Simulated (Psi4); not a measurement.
**GeCl2 (SMILES [Cl][Ge][Cl]) at ULRC-wPBE/aug-pcseg-2 (density fitting)**

Aim: the vertical ionisation energy of GeCl2 at ULRC-wPBE/aug-pcseg-2 (density fitting), from 2 runs. 

The calculation is run with Psi4 1.11.

### 1 The molecule

GeCl2: 3 atoms, total charge 0, spin state singlet. As SMILES, `[Cl][Ge][Cl]`. Geometry: a GFN2-xTB relaxation, a rough one for these elements and not checked as a minimum.

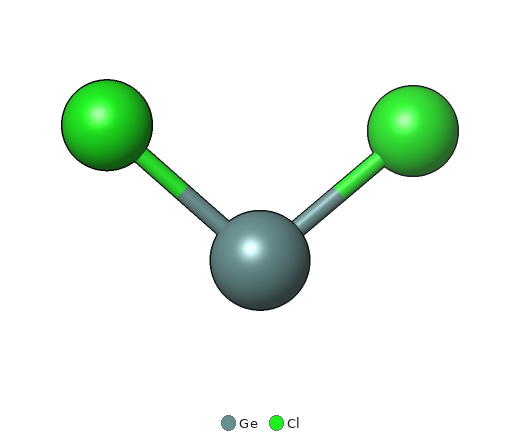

Viewed from a chosen angle; germanium teal, chlorine green.

### 2 The charge distribution at ULRC-wPBE/aug-pcseg-2 (density fitting)

Input file calc.dat:

```
memory 1600 MB

molecule geom {
  0 1
  Ge     0.004890    -0.007110    -0.931180
  Cl     1.647840    -0.018820     0.474730
  Cl    -1.652730     0.025930     0.456450
}

set reference uks
set scf_type df

E, wfn = energy('lrc-wpbe/aug-pcseg-2', return_wfn=True)
oeprop(wfn, 'ESP_AT_NUCLEI', 'DIPOLE', 'NO_OCCUPATIONS', 'MULTIPOLE(3)', title='LRC-WPBE')
print_variables()
```

Started as:

```
psi4 -i calc.dat -o calc.out -n 1
```

calc.out:

```text
[...]
  Running in cs symmetry.
[...]
  Nuclear repulsion =  312.606017933749115
[...]
  Multiplicity = 1
[...]
  Nalpha       = 33
  Nbeta        = 33
[...]
    Number of basis functions: 159
[...]
   @DF-UKS iter   1: -2995.94484347765001   -2.57244e+00   1.70523e-02 ADIIS/DIIS
[...]
   @DF-UKS iter   9: -2996.97370750944810   -1.18187e-07   3.68711e-07 DIIS
[...]
   @S^2 Observed:               -9.237055565E-14
[...]
    Orbital Energies [Eh]
    ---------------------
    Alpha Occupied:
       1Ap  -397.194302     2Ap  -100.815955     3Ap  -100.815895
       4Ap   -49.330348     1App  -43.939659     5Ap   -43.937651
       6Ap   -43.936665     7Ap    -9.342819     8Ap    -9.342754
       9Ap    -7.159628    10Ap    -7.159564     2App   -7.156000
       3App   -7.155935    11Ap    -7.154015    12Ap    -7.153950
      13Ap    -6.198871     4App   -4.418928    14Ap    -4.412838
      15Ap    -4.409150    16Ap    -1.316672     5App   -1.314869
       6App   -1.311920    17Ap    -1.310727    18Ap    -1.307452
      19Ap    -0.938108    20Ap    -0.908637    21Ap    -0.628051
      22Ap    -0.490661    23Ap    -0.463472     7App   -0.457485
       8App   -0.427165    24Ap    -0.411909    25Ap    -0.374553
[...]
  @DF-UKS Final Energy: -2996.97370750944810
   => Energetics <=
    Nuclear Repulsion Energy =            312.6060179337491149
    One-Electron Energy =               -4789.5181716920269537
    Two-Electron Energy =                1604.2205650232292555
    DFT Exchange-Correlation Energy =    -124.2821187743995921
    Empirical Dispersion Energy =           0.0000000000000000
    VV10 Nonlocal Energy =                  0.0000000000000000
    Total Energy =                      -2996.9737075094485590
[...]
 Multipole Moments:
 ------------------------------------------------------------------------------------
     Multipole            Electronic (a.u.)      Nuclear  (a.u.)        Total (a.u.)
 ------------------------------------------------------------------------------------
 L = 1.  Multiply by 2.5417464519 to convert [e a0] to [Debye]
 Dipole X            :         -0.0301677            0.0270492           -0.0031186
 Dipole Y            :         -5.7852066            5.0515769           -0.7336298
 Dipole Z            :          0.0000000            0.0000000            0.0000000
 Magnitude           :                                                    0.7336364
[...]
```

Wall time 8.4 s (1 thread of Intel Xeon 6975P-C (Granite Rapids), shared host); peak memory 0.8 GiB.

### 3 The doublet cation

Input file job.py:

```python
import psi4

psi4.set_memory(1600000000)
psi4.set_num_threads(1)
psi4.set_output_file('output.dat', False)

m = psi4.geometry("""
1 2
Ge     0.004890    -0.007110    -0.931180
Cl     1.647840    -0.018820     0.474730
Cl    -1.652730     0.025930     0.456450
units angstrom
""")

psi4.set_options({
    'reference': 'uks',
    'scf_type': 'df',
})

e_tot, wfn = psi4.energy("lrc-wpbe/aug-pcseg-2", return_wfn=True)
psi4.oeprop(wfn, "ESP_AT_NUCLEI", "DIPOLE", "NO_OCCUPATIONS", "MULTIPOLE(3)")
print(f'lrc-wpbe/aug-pcseg-2 energy: {e_tot:.10f} Eh')
```

Started as:

```
python job.py
```

output.dat:

```text
[...]
  Running in cs symmetry.
[...]
  Nuclear repulsion =  312.606017933749115
[...]
  Multiplicity = 2
[...]
  Nalpha       = 33
  Nbeta        = 32
[...]
    Number of basis functions: 159
[...]
   @DF-UKS iter   1: -2995.45465940483837   -2.08225e+00   1.72877e-02 DIIS/ADIIS
[...]
   @DF-UKS iter  12: -2996.59239514898172   -2.80045e-07   9.95747e-07 DIIS
[...]
   @S^2 Observed:                7.626871764E-01
[...]
    Orbital Energies [Eh]
    ---------------------
    Alpha Occupied:
       1Ap  -397.477364     2Ap  -101.070535     3Ap  -101.070375
       4Ap   -49.611013     1App  -44.220643     5Ap   -44.218505
       6Ap   -44.217743     7Ap    -9.593690     8Ap    -9.593533
       9Ap    -7.415780    10Ap    -7.415632     2App   -7.404862
       3App   -7.404708    11Ap    -7.403792    12Ap    -7.403621
      13Ap    -6.480410     4App   -4.700980    14Ap    -4.693838
      15Ap    -4.691486    16Ap    -1.597985     5App   -1.595936
       6App   -1.593917    17Ap    -1.592067    18Ap    -1.589162
      19Ap    -1.180234    20Ap    -1.150221    21Ap    -0.881246
      22Ap    -0.737088    23Ap    -0.700248     7App   -0.685264
       8App   -0.653724    24Ap    -0.641039    25Ap    -0.640875
[...]
  @DF-UKS Final Energy: -2996.59239514898172
   => Energetics <=
    Nuclear Repulsion Energy =            312.6060179337491149
    One-Electron Energy =               -4772.3951486346968522
    Two-Electron Energy =                1587.2916256264641106
    DFT Exchange-Correlation Energy =    -124.0948900744983803
    Empirical Dispersion Energy =           0.0000000000000000
    VV10 Nonlocal Energy =                  0.0000000000000000
    Total Energy =                      -2996.5923951489817227
[...]
 Multipole Moments:
 ------------------------------------------------------------------------------------
     Multipole            Electronic (a.u.)      Nuclear  (a.u.)        Total (a.u.)
 ------------------------------------------------------------------------------------
 L = 1.  Multiply by 2.5417464519 to convert [e a0] to [Debye]
 Dipole X            :         -0.0307147            0.0270492           -0.0036656
 Dipole Y            :         -5.8942803            5.0515769           -0.8427034
 Dipole Z            :          0.0000000            0.0000000            0.0000000
 Magnitude           :                                                    0.8427114
[...]
```

On the terminal:

```text
lrc-wpbe/aug-pcseg-2 energy: -2996.5923951490 Eh
```

It took 9.9 s on 1 thread of Intel Xeon 6975P-C (Granite Rapids), shared host; peak memory 0.79 GiB.

### 4 What came out

Level: ULRC-wPBE/aug-pcseg-2 (density fitting).

| quantity | value |
| --- | --- |
| singlet GeCl2: total energy | -2996.97371 Eh |
| singlet GeCl2: dipole moment | 1.86 D |
| singlet GeCl2: HOMO energy | -10.19 eV |
| singlet GeCl2: LUMO energy | -1.18 eV |
| singlet GeCl2: HOMO–LUMO gap | 9.02 eV |
| doublet cation: total energy | -2996.59240 Eh |
| doublet cation: HOMO energy (highest over α and β) | -17.25 eV |
| doublet cation: LUMO energy (lowest over α and β) | -10.54 eV |
| doublet cation: ⟨S²⟩ | 0.763 |
| vertical ionisation energy (to the doublet cation) | 10.376 eV |

What this shows: The vertical ionisation energy comes to 10.38 eV (1001 kJ/mol). −ε(HOMO) before ionisation, 10.19 eV, is 0.18 eV below this ionisation energy.
